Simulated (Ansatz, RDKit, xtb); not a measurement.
# C2H8GeOSi: ranking a sample of isomers, part 2 of 2

A sample of isomers of C2H8GeOSi is drawn. Aim: find which of them has the lowest free energy at 298.15 K, then its properties. The sample is small against all isomers, and the most stable one of this formula need not be in it.

xtb, Ansatz and PySCF; isolated molecules. Earlier steps stand in the parts before.

## (7) Harmonic analysis of the finalists

The lowest few in one piece go on as finalists. In this search the thermal terms come from GFN2-xTB at its own nearest minimum. The first, c835a:

start.xyz reads:

```xyz
13
c835a
C     -0.219106     0.110858    -0.431423
C      0.221811    -1.281992    -0.211056
Ge     0.969401     1.552580     0.178102
O      0.372412    -0.695087    -1.472944
Si    -2.056494     0.449386    -0.711626
H     -2.675496     0.972860     0.544921
H     -2.219367     1.470538    -1.788300
H     -2.729417    -0.821259    -1.116195
H      2.381817     0.964006     0.339446
H      0.473708     2.120632     1.521505
H      0.983339     2.675605    -0.872625
H      1.151667    -1.471877     0.342394
H     -0.526168    -2.083949    -0.142735
```

Command:

```
$ xtb start.xyz --gfn 2 --ohess tight
```

The log of the run (excerpt; [...] marks lines left out):

```text
* xtb version 6.7.1
[...]
          :  # basis functions                  40          :
[...]
          :  # electrons                        30          :
[...]
          :  Hamiltonian                  GFN2-xTB          :
[...]
          :  net charge                          0          :
          :  unpaired electrons                  0          :
[...]
   *** convergence criteria satisfied after 13 iterations ***
[...]
   *** GEOMETRY OPTIMIZATION CONVERGED AFTER 13 ITERATIONS ***
[...]
   *** convergence criteria satisfied after 3 iterations ***
[...]
         ::                     SUMMARY                     ::
         :::::::::::::::::::::::::::::::::::::::::::::::::::::
         :: total energy             -16.035930589381 Eh    ::
         :: gradient norm              0.000313834079 Eh/a0 ::
         :: HOMO-LUMO gap              5.079373890330 eV    ::
         ::.................................................::
         :: SCC energy               -16.173244112824 Eh    ::
         :: -> isotropic ES            0.030281914778 Eh    ::
         :: -> anisotropic ES          0.000416999873 Eh    ::
         :: -> anisotropic XC          0.000852008770 Eh    ::
         :: -> dispersion             -0.008834204530 Eh    ::
         :: repulsion energy           0.137313523443 Eh    ::
         :: add. restraining           0.000000000000 Eh    ::
         :: total charge               0.000000000000 e     ::
         :::::::::::::::::::::::::::::::::::::::::::::::::::::
[...]
        15        2.0000           -0.3850866             -10.4787 (HOMO)
        16                         -0.1984229              -5.3994 (LUMO)
[...]
molecular dipole:
                 x           y           z       tot (Debye)
 q only:       -0.666       0.289       0.624
   full:       -0.432      -0.071       0.491       1.671
molecular quadrupole (traceless):
[...]
          | TOTAL ENERGY              -16.035930589388 Eh   |
          | TOTAL ENTHALPY            -15.944474637824 Eh   |
          | TOTAL FREE ENERGY         -15.987429562565 Eh   |
          | GRADIENT NORM               0.000313724409 Eh/α |
[...]
```

Wall time 0.55 s (2 threads of AMD EPYC 7R43 (Zen 3), shared host); peak memory 0.1 GiB.

## (8) Zero-point energy and free-energy terms

As xtb prints them, at 298.15 K, with its own treatment of low modes:

| label | SMILES | spin | lowest mode (cm⁻¹) | zero-point (kcal/mol) | G − E (kcal/mol) |
| --- | --- | --- | --- | --- | --- |
| c835a | [SiH3][C@@]1([GeH3])CO1 | singlet | 80 | 51.5 | 30.4 |
| c665a | [SiH3][C@@H]1O[C@H]1[GeH3] | singlet | 75 | 51.5 | 30.4 |
| c787a | [SiH3][C@@H]1O[C@@H]1[GeH3] | singlet | 53 | 51.5 | 30.6 |

## (9) Energies at the top level

Each finalist gets a single point at CCSD(T)/def2-SVP + MP2/def2-TZVPP - MP2/def2-SVP.

c835a, CCSD(T)/def2-SVP:

input.yaml reads:

```yaml
crystal:
  periodic: [false, false, false]
  atoms:
    - {symbol: C, position_ang: [-0.219106, 0.110858, -0.431423]}
    - {symbol: C, position_ang: [0.221811, -1.281992, -0.211056]}
    - {symbol: Ge, position_ang: [0.969401, 1.552580, 0.178102]}
    - {symbol: O, position_ang: [0.372412, -0.695087, -1.472944]}
    - {symbol: Si, position_ang: [-2.056494, 0.449386, -0.711626]}
    - {symbol: H, position_ang: [-2.675496, 0.972860, 0.544921]}
    - {symbol: H, position_ang: [-2.219367, 1.470538, -1.788300]}
    - {symbol: H, position_ang: [-2.729417, -0.821259, -1.116195]}
    - {symbol: H, position_ang: [2.381817, 0.964006, 0.339446]}
    - {symbol: H, position_ang: [0.473708, 2.120632, 1.521505]}
    - {symbol: H, position_ang: [0.983339, 2.675605, -0.872625]}
    - {symbol: H, position_ang: [1.151667, -1.471877, 0.342394]}
    - {symbol: H, position_ang: [-0.526168, -2.083949, -0.142735]}
basis:
  gaussian: {orbitals: def2-SVP}
total_charge: 0
correlation: {method: ccsd_t, frozen_orbitals: {Ge: 9, Si: 5, H: 0, O: 1, C: 1}}
```

Command:

```
$ ansatz run input.yaml --threads 2 --pin off --max-ram 5220MiB --events-out events.jsonl --progress --plain --runs-dir runs
```

The log of the run (excerpt; [...] marks lines left out):

```text
Warning: RAYON_NUM_THREADS=2 ignored (pool sized by the plan → 2); use --threads N
Functional definition: HF
  name "HF"
[...]
1312 factors; integrals over basis functions are off by at most 1.4e-3 eV
[...]
mean field -68545.69756883 eV, -2519.0079237119 hartree, gradient 3.6e-6 eV, S^2 0.000000; 0 other end points of the search recorded, 0 dependent functions left out
17 core orbitals not correlated: weight in the atoms' cores, before any rotation towards them, 1.000 or more for the frozen orbitals, at most 0.000 for the correlated occupied ones
reference -68545.69756883 eV, -2519.0079237119 hartree; 20, 20 occupied and 95, 95 virtual orbitals, 1312 factors
second order -21.64926079 eV of doubles, -0.00000000 eV of singles
cycle   1  -22.12496153 eV  change   -4.8e-1 eV  update   1.2e-1
[...]
cycle   9  -23.00425669 eV  change   -2.5e-5 eV  update   2.3e-5
perturbative correction -0.71925200 eV, -0.0264320236 hartree
Total energy: -68569.42107752 eV, -2519.8797465761 hartree
```

Wall time 38 s (2 threads of AMD EPYC 7R43 (Zen 3), shared host); peak memory 0.86 GiB.

## (10) c835a at MP2/def2-TZVPP

input.yaml: that of step 9 with these lines changed.

```diff
@@ -17,4 +17,6 @@
 basis:
-  gaussian: {orbitals: def2-SVP}
-total_charge: 0
-correlation: {method: ccsd_t, frozen_orbitals: {Ge: 9, Si: 5, H: 0, O: 1, C: 1}}
+  gaussian:
+    orbitals: def2-TZVPP
+correlation:
+  method: mp2
+  frozen_orbitals: {Ge: 9, Si: 5, H: 0, O: 1, C: 1}
```

Command:

```
$ ansatz run input.yaml --threads 2 --pin off --max-ram 5220MiB --events-out events.jsonl --progress --plain --runs-dir runs
```

The log of the run:

```text
Warning: RAYON_NUM_THREADS=2 ignored (pool sized by the plan → 2); use --threads N
[... 2 set-up lines as earlier in the session ...]
  exchange = exact_x
  correlation = 0
1763 factors; integrals over basis functions are off by at most 8.0e-4 eV
mean field evaluation 1: about -68557.0261 eV, gradient 3.2e1 eV
mean field evaluation 2: about -68557.3392 eV, gradient 3.2e1 eV
mean field evaluation 4: about -68560.4815 eV, gradient 5.5e0 eV
mean field evaluation 8: about -68560.5670 eV, gradient 3.3e-1 eV
mean field -68560.56735324 eV, -2519.5543782101 hartree, gradient 2.5e-6 eV, S^2 0.000000; 0 other end points of the search recorded, 0 dependent functions left out
17 core orbitals not correlated: weight in the atoms' cores, before any rotation towards them, 1.000 or more for the frozen orbitals, at most 0.000 for the correlated occupied ones
reference -68560.56735324 eV, -2519.5543782101 hartree; 20, 20 occupied and 258, 258 virtual orbitals, 1763 factors
second order -26.13706076 eV of doubles, -0.00000000 eV of singles
Total energy: -68586.70441400 eV, -2520.5148974767 hartree
```

Wall time 18 s (2 threads of AMD EPYC 7R43 (Zen 3), shared host); peak memory 0.9 GiB.

## (11) c665a at CCSD(T)/def2-SVP

input.yaml reads:

```yaml
basis:
  gaussian:
    orbitals: def2-SVP
crystal:
  periodic: [false, false, false]
  atoms:
    - {symbol: C, position_ang: [-0.923936, 0.218269, 0.127287]}
    - {symbol: C, position_ang: [0.335888, -0.002682, -0.613206]}
    - {symbol: Ge, position_ang: [0.367023, 0.035723, -2.569915]}
    - {symbol: O, position_ang: [-0.375930, -1.084775, -0.043849]}
    - {symbol: Si, position_ang: [-0.904965, 0.857898, 1.902251]}
    - {symbol: H, position_ang: [0.445812, 0.593597, 2.479727]}
    - {symbol: H, position_ang: [-1.183300, 2.326844, 1.918261]}
    - {symbol: H, position_ang: [-1.946387, 0.159019, 2.712195]}
    - {symbol: H, position_ang: [-1.825309, 0.406509, -0.477663]}
    - {symbol: H, position_ang: [1.275033, 0.243327, -0.093290]}
    - {symbol: H, position_ang: [0.847607, 1.414572, -3.060073]}
    - {symbol: H, position_ang: [-1.062337, -0.235389, -3.067667]}
    - {symbol: H, position_ang: [1.320966, -1.052216, -3.091317]}
correlation:
  method: ccsd_t
  frozen_orbitals: {Ge: 9, Si: 5, H: 0, O: 1, C: 1}
```

Command:

```
$ ansatz run input.yaml --threads 2 --pin off --max-ram 5220MiB --events-out events.jsonl --progress --plain --runs-dir runs
```

The log of the run (excerpt; [...] marks lines left out):

```text
Warning: RAYON_NUM_THREADS=2 ignored (pool sized by the plan → 2); use --threads N
[... 2 set-up lines as earlier in the session ...]
[...]
1313 factors; integrals over basis functions are off by at most 1.2e-3 eV
[...]
mean field -68545.68954664 eV, -2519.0076289020 hartree, gradient 3.5e-6 eV, S^2 0.000000; 0 other end points of the search recorded, 0 dependent functions left out
17 core orbitals not correlated: weight in the atoms' cores, before any rotation towards them, 1.000 or more for the frozen orbitals, at most 0.000 for the correlated occupied ones
reference -68545.68954664 eV, -2519.0076289020 hartree; 20, 20 occupied and 95, 95 virtual orbitals, 1313 factors
second order -21.59484508 eV of doubles, -0.00000000 eV of singles
cycle   1  -22.09307868 eV  change   -5.0e-1 eV  update   1.2e-1
[...]
cycle   9  -22.96735914 eV  change   -2.6e-5 eV  update   2.3e-5
perturbative correction -0.71068939 eV, -0.0261173532 hartree
Total energy: -68569.36759517 eV, -2519.8777811359 hartree
```

Wall time 47 s (2 threads of AMD EPYC 7R43 (Zen 3), shared host); peak memory 0.86 GiB.

## (12) Free energies and the winner

Energies in kcal/mol from c835a; G adds the thermal terms to the CCSD(T)/def2-SVP + MP2/def2-TZVPP - MP2/def2-SVP energy. The columns left of the relaxed level are at the tight-binding geometries.

| label | SMILES | spin | GFN2-xTB | HF/STO-3G | r2SCAN-D4/def2-SVP | PBE0-D3(BJ)/def2-SVP | HF/def2-SVP | MP2/def2-SVP | CCSD(T)/def2-SVP + MP2/def2-TZVPP - MP2/def2-SVP | G | share at equilibrium | T1 |
| --- | --- | --- | --- | --- | --- | --- | --- | --- | --- | --- | --- | --- |
| c835a | [SiH3][C@@]1([GeH3])CO1 | singlet | 0.0 | 0.0 | 0.0 | 0.0 | 0.0 | 0.0 | 0.0 | 0.0 | 87.4 % | 0.012 |
| c665a | [SiH3][C@@H]1O[C@H]1[GeH3] | singlet | -0.5 | -2.9 | 0.9 | 0.9 | 0.2 | 1.4 | 1.2 | 1.2 | 12.2 % | 0.011 |
| c787a | [SiH3][C@@H]1O[C@@H]1[GeH3] | singlet | 0.5 | -1.5 | 2.9 | 2.8 | 3.0 | 4.0 | 3.2 | 3.3 | 0.3 % | 0.011 |

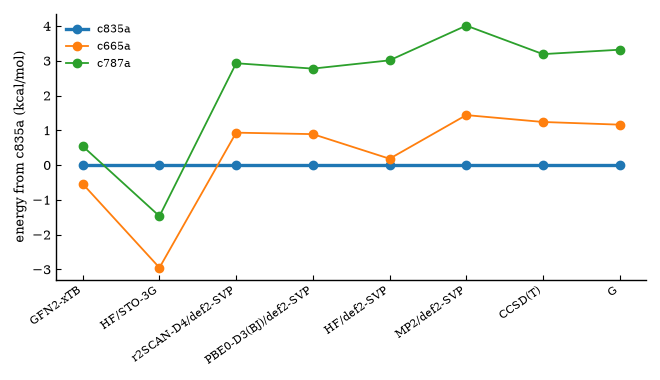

The finalists at each level, measured from c835a.

Lowest found: c835a, `[SiH3][C@@]1([GeH3])CO1`, a singlet. Bond lengths: C1–C2 1.477 Å, C1–Ge3 1.965 Å, C1–O4 1.444 Å, C2–O4 1.400 Å, C1–Si5 1.889 Å, Si5–H6 1.495 Å, Si5–H7 1.493 Å, Si5–H8 1.494 Å, Ge3–H9 1.539 Å, Ge3–H10 1.540 Å, Ge3–H11 1.538 Å, C2–H12 1.099 Å, C2–H13 1.099 Å. Some angles: C1–C2–O4 60.2°, C2–C1–Ge3 117.7°, C2–C1–O4 57.3°, C2–C1–Si5 118.8°, Ge3–C1–O4 112.7°, Ge3–C1–Si5 120.2°, O4–C1–Si5 113.0°, C1–O4–C2 62.6°, C1–C2–H12 119.4°, C1–C2–H13 119.6°.

```xyz
13

C    -0.2191    0.1109   -0.4314
C     0.2218   -1.2820   -0.2111
Ge    0.9694    1.5526    0.1781
O     0.3724   -0.6951   -1.4729
Si   -2.0565    0.4494   -0.7116
H    -2.6755    0.9729    0.5449
H    -2.2194    1.4705   -1.7883
H    -2.7294   -0.8213   -1.1162
H     2.3818    0.9640    0.3394
H     0.4737    2.1206    1.5215
H     0.9833    2.6756   -0.8726
H     1.1517   -1.4719    0.3424
H    -0.5262   -2.0839   -0.1427
```

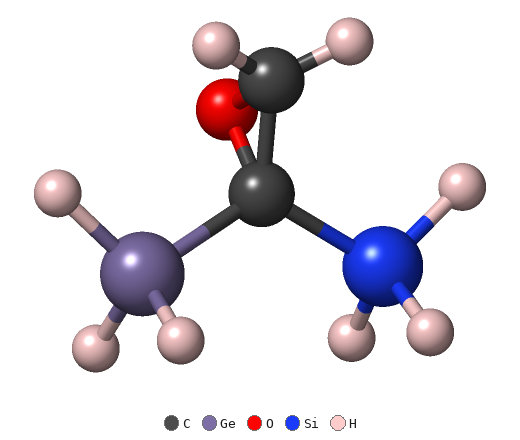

The lowest structure found, seen from a chosen angle (carbon dark grey, germanium purple, oxygen red, silicon blue, hydrogen pink).

## (13) Summary of results

The summary covers parts 1 to 2.

```
                                 quantity                                                                  value
                   lowest structure found                                       [SiH3][C@@]1([GeH3])CO1, singlet
                            next finalist          [SiH3][C@@H]1O[C@H]1[GeH3], singlet, 1.2 kcal/mol higher in G
share at equilibrium, among the finalists                                                                 87.4 %
                                   funnel  3 starts, 3 minima at GFN2-xTB, 5 screening runs, 3 relaxed, 3 ranked
                     CPU time of all runs                                                                 14 min
```

`[SiH3][C@@]1([GeH3])CO1` comes out lowest. Its margin of 1.2 kcal/mol is inside the likely error of CCSD(T)/def2-SVP + MP2/def2-TZVPP - MP2/def2-SVP with harmonic terms (about 1.5 kcal/mol), so the order of the first two is not settled. r2SCAN-D4/def2-SVP, PBE0-D3(BJ)/def2-SVP, HF/def2-SVP and MP2/def2-SVP already put its bonding pattern lowest among the structures in one piece; GFN2-xTB and HF/STO-3G favour the singlet [SiH3][C@@H]1O[C@H]1[GeH3]. The largest share of the time went into the final energies (46 %). The search is not exhaustive (a finite list of starts, one conformer a finalist), so a lower isomer can't be ruled out. Only 3 drawn patterns were tried, so whole families of isomers are missing, and the result ranks this sample alone.
